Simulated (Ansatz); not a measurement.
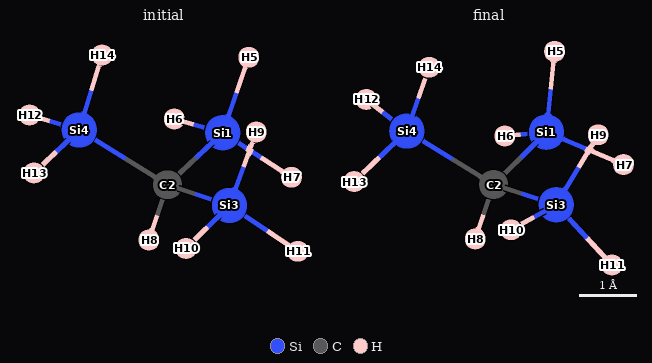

The structure of CH10Si3 before (left) and after (right) a relaxation, at one scale.

The picture is a ball-and-stick view, seen from a free direction.

The start comes from PBE-D4/def2-SVP.

The calculation used Ansatz 0.2.0, RKS PBE0-D4/def2-TZVP.

Input
```yaml
crystal:
  periodic: [false, false, false]
  atoms:
    - {symbol: Si, position_ang: [-0.870523, 1.573193, 0.201822]}
    - {symbol: C, position_ang: [-0.410365, -0.213832, -0.249387]}
    - {symbol: Si, position_ang: [1.079314, -0.261094, -1.427499]}
    - {symbol: Si, position_ang: [-0.089036, -1.254602, 1.307317]}
    - {symbol: H, position_ang: [0.277819, 2.215584, 0.934281]}
    - {symbol: H, position_ang: [-2.082680, 1.609319, 1.093872]}
    - {symbol: H, position_ang: [-1.159895, 2.384773, -1.032793]}
    - {symbol: H, position_ang: [-1.279099, -0.663127, -0.783812]}
    - {symbol: H, position_ang: [2.276600, 0.344912, -0.744240]}
    - {symbol: H, position_ang: [1.417735, -1.676927, -1.811459]}
    - {symbol: H, position_ang: [0.800898, 0.522239, -2.682724]}
    - {symbol: H, position_ang: [-1.282147, -1.237168, 2.225407]}
    - {symbol: H, position_ang: [0.216991, -2.683904, 0.946740]}
    - {symbol: H, position_ang: [1.091488, -0.688666, 2.051473]}
basis:
  gaussian: {orbitals: def2-TZVP}
hamiltonian: {xc: pbe0, dispersion: d4}
relax: {f_tol: 0.005, max_steps: 150}
```

Run as
```bash
ansatz run in.yaml --threads 4 --pin off --events-out ev --progress --plain --max-ram 10444MiB
```

> What changed between the two?

The largest moves after the best rigid fit, 0.39 Å, are those of H5 and H9. Largest moves by element: H 0.39 Å, Si 0.04 Å. C stays in place. Some distances before and after: C2–Si3 1.900 → 1.874 Å, Si1–H5 1.506 → 1.487 Å, C2–H8 1.115 → 1.097 Å. After 17 accepted moves (21 points after the start) the energy has fallen by 5.39 kJ/mol. Largest force component: 0.4 eV/Å at the start, 0.0007 eV/Å at the end. The line search rejected the trial steps at points 7, 9, 15, 16 of the run. The forces were under the threshold at step 5, but the run went on from there.
